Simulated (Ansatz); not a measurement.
**A computed series for Mo3Ir: pressure series**

Start from Mo₃Ir in the A15 (Cr3Si type) structure (space group Pm-3n, No. 223; a = 4.940 Å; a cell from a computed database, its experimental status unchecked).

Cell and atoms are relaxed at each pressure.

Computed with PBEsol (Ansatz, an electronic-structure program, PAW, without spin-orbit coupling).

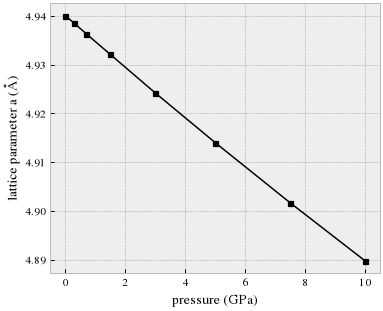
Figure. Lattice parameter a against pressure

| pressure (GPa) | lattice parameter a |
|---|---|
| 0.3 | 493.8 pm |
| 0.7 | 493.6 pm |
| 1.5 | 493.2 pm |
| 3 | 492.4 pm |
| 5 | 491.4 pm |
| 7.5 | 490.2 pm |
| 10 | 489.0 pm |

Load acts through the strain it causes; cell and atoms are relaxed under it. No phonon test of stability was made. No other phases were tried under pressure. The final runs are not spin-polarised.
